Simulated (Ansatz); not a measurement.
# Run report: CH$_{6}$BNSi, geometry relaxation (part 2 of 2)

CH$_{6}$BNSi; UKS B3LYP-D4/cc-pVDZ (Ansatz 0.2.0). It belongs to a series of runs on one base structure; here: end point B relaxed.

Geometry of the input (Å):
```
Si 0.2672  1.3153  0.3519
N  -0.8092  0.0307  -0.3225
B  -0.5630  -1.2341  0.5529
C  0.0552  -1.0021  -0.8957
H  -1.3205  0.8582  -0.6905
H  -0.5071  2.0542  1.4230
H  1.5225  0.8495  0.8700
H  -0.8894  -1.9939  1.3570
H  -0.5714  -1.5714  -1.6176
H  1.0755  -0.8232  -0.9710
```

### Trajectory as extended XYZ, continued
```
10
Properties=species:S:1:pos:R:3:forces:R:3 step=5 energy=-11177.76174
Si    0.4604    1.5441    0.4009   -0.0447  -0.2605   0.0018
N    -0.7541    0.1253   -0.4046    0.0243   0.6597  -0.1817
B    -0.4261   -0.9365    0.5097    0.4021   0.0780   0.6088
C     0.0740   -1.0185   -0.9457   -0.0314  -0.0464  -0.1425
H    -1.6410    0.4343   -0.7991    0.0409  -0.2025  -0.0274
H    -0.4534    1.7846    1.6165   -0.0947  -0.0340  -0.0992
H     1.1969    0.3355    1.0693   -0.2178  -0.2282  -0.0658
H    -0.8222   -1.3916    1.5353    0.0378  -0.0142  -0.1484
H    -0.4533   -1.6731   -1.6503   -0.0341   0.0358   0.0341
H     1.0786   -0.7209   -1.2746   -0.0824   0.0122   0.0203
10
Properties=species:S:1:pos:R:3:forces:R:3 step=6 energy=-11177.94362
Si    0.4774    1.5204    0.4300   -0.1799  -0.2490  -0.1228
N    -0.7308    0.1644   -0.4236   -0.1961   0.6651  -0.4035
B    -0.3528   -0.8609    0.5347    0.8997   0.2130   0.6262
C     0.0860   -0.9990   -0.9434   -0.1942  -0.0595  -0.1163
H    -1.6503    0.3988   -0.8007    0.1722  -0.1418   0.0687
H    -0.5052    1.7653    1.5958    0.0231  -0.0453  -0.0988
H     1.0860    0.1825    1.0424   -0.4005  -0.3411   0.0541
H    -0.7630   -1.3118    1.5517   -0.1144  -0.1274  -0.0906
H    -0.4652   -1.6655   -1.6202    0.0031   0.0564   0.1126
H     1.0778   -0.7110   -1.3093   -0.0129   0.0295  -0.0295
10
Properties=species:S:1:pos:R:3:forces:R:3 step=7 energy=-11178.22053
Si    0.4932    1.4952    0.4531   -0.2543  -0.0022  -0.2332
N    -0.6987    0.2067   -0.4485   -0.3722   0.5131  -0.5618
B    -0.2567   -0.7846    0.5536    1.2075   0.2520   0.8645
C     0.0974   -0.9794   -0.9485   -0.2088  -0.0048  -0.0824
H    -1.6518    0.3683   -0.7857    0.3007  -0.0757   0.1731
H    -0.5497    1.7468    1.5667    0.0598   0.0053  -0.0910
H     0.9478    0.0461    1.0598   -0.4292  -0.5262  -0.0025
H    -0.7053   -1.2423    1.5534   -0.3005  -0.2618  -0.1774
H    -0.4861   -1.6703   -1.5726    0.0326   0.0972   0.1296
H     1.0698   -0.7034   -1.3739   -0.0355   0.0030  -0.0188
10
Properties=species:S:1:pos:R:3:forces:R:3 step=8 energy=-11178.37511
Si    0.5016    1.4980    0.4339   -0.2734   0.0647  -0.1748
N    -0.6831    0.2268   -0.4438    0.0495   0.1940  -0.3528
B    -0.1981   -0.7665    0.5773    0.8005   0.2090   0.6760
C     0.1039   -0.9617   -0.9399   -0.1650   0.0467  -0.0436
H    -1.6451    0.3563   -0.7464    0.0229  -0.0187   0.1055
H    -0.5615    1.7703    1.5171    0.0508   0.0748  -0.0171
H     0.9156    0.0161    1.0855   -0.3700  -0.5655   0.0107
H    -0.7344   -1.3022    1.5044   -0.1043  -0.0391  -0.2431
H    -0.4998   -1.6626   -1.5277    0.0270   0.0277   0.0583
H     1.0607   -0.6913   -1.4028   -0.0378   0.0064  -0.0190
10
Properties=species:S:1:pos:R:3:forces:R:3 step=9 energy=-11178.31566 accepted=F
Si    0.4914    1.5031    0.4135   -0.1119   0.2533  -0.0999
N    -0.6380    0.2660   -0.4553   -0.2872  -0.0267  -0.2799
B    -0.0582   -0.7143    0.6248   -2.2076  -1.6707  -1.4263
C     0.1219   -0.9348   -0.9273    0.1562   0.1829   0.0328
H    -1.6415    0.3118   -0.6563    0.3380  -0.0010   0.2547
H    -0.5802    1.8445    1.4656   -0.0415   0.0784  -0.0424
H     0.7868   -0.1249    1.1284    2.3745   1.2145   1.3711
H    -0.7502   -1.3295    1.3775   -0.1346  -0.0233   0.0654
H    -0.5131   -1.6670   -1.4391    0.0629   0.0579   0.0528
H     1.0412   -0.6717   -1.4742   -0.1489  -0.0654   0.0717
10
Properties=species:S:1:pos:R:3:forces:R:3 step=10 energy=-11178.50190
Si    0.4825    1.4990    0.4164    0.0184   0.1893  -0.0871
N    -0.6601    0.2459   -0.4584    0.1228   0.0464  -0.0571
B    -0.1157   -0.7410    0.5996    0.1079  -0.1245   0.2512
C     0.1095   -0.9473   -0.9396    0.0305   0.0790   0.0569
H    -1.6474    0.3330   -0.6886    0.0505  -0.0431   0.1498
H    -0.5740    1.8248    1.4878   -0.0450   0.0208  -0.0357
H     0.8973   -0.0469    1.1507   -0.2948  -0.2770  -0.1744
H    -0.7681   -1.3300    1.4197    0.0446   0.0793  -0.1435
H    -0.5107   -1.6687   -1.4822    0.0312   0.0213   0.0533
H     1.0465   -0.6854   -1.4478   -0.0660   0.0085  -0.0134
10
Properties=species:S:1:pos:R:3:forces:R:3 step=11 energy=-11178.52179
Si    0.4941    1.5122    0.3899   -0.0606  -0.1760  -0.0218
N    -0.6515    0.2439   -0.4409    0.0141   0.1368  -0.0820
B    -0.1068   -0.7679    0.6088    0.2093   0.1537   0.0645
C     0.1263   -0.9340   -0.9369   -0.2000  -0.0771  -0.0012
H    -1.6552    0.2891   -0.5991    0.0564   0.0067  -0.0287
H    -0.5643    1.8897    1.4355   -0.0849   0.0194   0.0290
H     0.8726   -0.1033    1.1571    0.0022  -0.0490   0.0476
H    -0.8148   -1.3458    1.3874    0.0858  -0.0030  -0.0941
H    -0.4884   -1.6556   -1.4846    0.0184   0.0322  -0.0047
H     1.0479   -0.6451   -1.4596   -0.0407  -0.0436   0.0913
10
Properties=species:S:1:pos:R:3:forces:R:3 step=12 energy=-11178.53111
Si    0.4879    1.5105    0.3970   -0.0523   0.0723   0.0755
N    -0.6389    0.2600   -0.4480    0.0074  -0.0274  -0.0679
B    -0.0828   -0.7531    0.6130   -0.0402  -0.0927  -0.1721
C     0.1160   -0.9340   -0.9349    0.0064   0.0006   0.0284
H    -1.6437    0.3068   -0.5965    0.0391  -0.0041   0.0265
H    -0.6027    1.8845    1.4242    0.0274   0.0073  -0.0381
H     0.8812   -0.1164    1.1681    0.1188   0.0362   0.0512
H    -0.7903   -1.3522    1.3636   -0.0711  -0.0108   0.0799
H    -0.5112   -1.6514   -1.4722    0.0089   0.0091   0.0140
H     1.0444   -0.6715   -1.4568   -0.0446   0.0094   0.0027
10
Properties=species:S:1:pos:R:3:forces:R:3 step=13 energy=-11178.53210
Si    0.4914    1.5051    0.4173   -0.0323   0.0623  -0.0773
N    -0.6312    0.2616   -0.4530    0.0141  -0.0355   0.0501
B    -0.0796   -0.7630    0.6084   -0.0122   0.0443  -0.0164
C     0.1149   -0.9364   -0.9381    0.0178   0.0521   0.0411
H    -1.6378    0.3044   -0.5849    0.0032   0.0106   0.0016
H    -0.6200    1.8966    1.4092    0.0004  -0.0291   0.0302
H     0.8916   -0.1221    1.1669    0.0228  -0.0414   0.0241
H    -0.7948   -1.3434    1.3718   -0.0211  -0.0084  -0.0126
H    -0.5110   -1.6508   -1.4761   -0.0550  -0.0357  -0.0247
H     1.0363   -0.6688   -1.4641    0.0623  -0.0192  -0.0161
10
Properties=species:S:1:pos:R:3:forces:R:3 step=14 energy=-11178.53372
Si    0.4845    1.5140    0.4082   -0.0121   0.0138   0.0005
N    -0.6321    0.2621   -0.4527    0.0245   0.0051   0.0001
B    -0.0803   -0.7571    0.6088    0.0153  -0.0267   0.0307
C     0.1159   -0.9356   -0.9371   -0.0067   0.0000   0.0013
H    -1.6382    0.3051   -0.5887    0.0049  -0.0013   0.0088
H    -0.6183    1.8859    1.4188    0.0036  -0.0055  -0.0008
H     0.8983   -0.1264    1.1658   -0.0205   0.0114  -0.0149
H    -0.7983   -1.3397    1.3695   -0.0023   0.0091  -0.0155
H    -0.5134   -1.6505   -1.4734   -0.0139  -0.0044  -0.0077
H     1.0417   -0.6745   -1.4615    0.0073  -0.0016  -0.0024
10
Properties=species:S:1:pos:R:3:forces:R:3 step=15 energy=-11178.53392
Si    0.4828    1.5167    0.4079    0.0000   0.0030   0.0038
N    -0.6291    0.2623   -0.4526   -0.0072   0.0093  -0.0161
B    -0.0774   -0.7578    0.6090   -0.0077  -0.0119   0.0085
C     0.1163   -0.9367   -0.9374    0.0032   0.0023   0.0004
H    -1.6356    0.3040   -0.5851    0.0032  -0.0010   0.0012
H    -0.6198    1.8836    1.4200   -0.0026  -0.0007  -0.0021
H     0.8968   -0.1235    1.1657    0.0129  -0.0033   0.0016
H    -0.8002   -1.3378    1.3664    0.0005   0.0020   0.0007
H    -0.5166   -1.6491   -1.4738    0.0014  -0.0002   0.0029
H     1.0426   -0.6784   -1.4626   -0.0037   0.0004  -0.0010
```

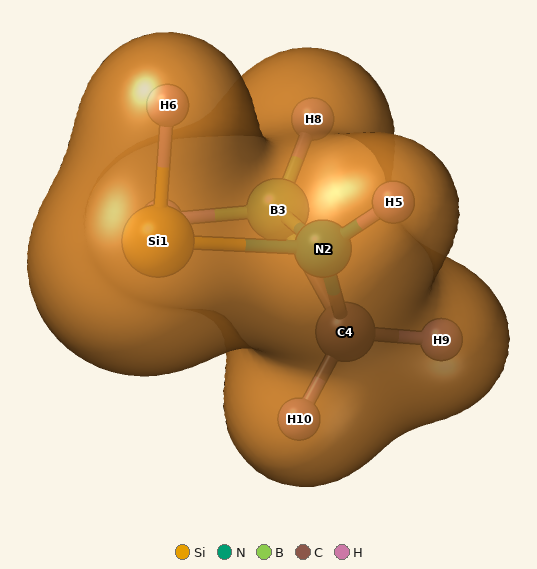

**Figure 1.** Isosurface of the electron density at 0.1 e/Å³ (orange), seen at an oblique angle. At this value the surface is in one piece. On the grid the lowest density along these lines, outside the cores, is 1.6 e/Å³ (C–N, 1.49 Å), 1.1 e/Å³ (C–B, 1.57 Å), 0.9 e/Å³ (B–N, 1.57 Å) and 0.57 e/Å³ (Si–N, 1.88 Å).

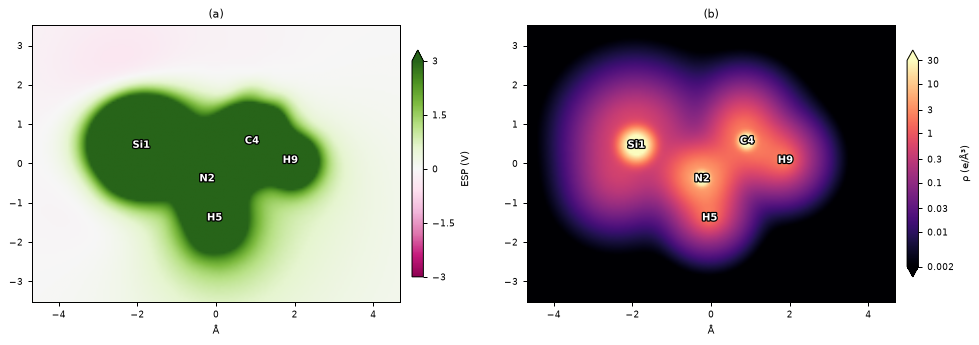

**Figure 2.** (a) molecular electrostatic potential; (b) electron density on the plane of atoms N2, C4 and H9. The plane passes through Si, N, C and H nuclei. C–N (1.49 Å): ρ at the midpoint is about 1.7 e/Å³. C–H (1.09 Å): ρ is about 1.9 e/Å³ halfway.

### Key numbers

| quantity | value |
| --- | --- |
| outcome | converged |
| total energy | −11178.5342 eV |
| mean-field energy | −11178.1868 eV |
| largest force (length of the vector) at the end | 0.020 eV/Å |
| hardware | 2 threads of Intel Xeon (Sapphire Rapids), 16 GiB of memory available, shared host |
| wall time | 38 s (CPU time 72 s) |
| peak memory | 0.28 GiB |
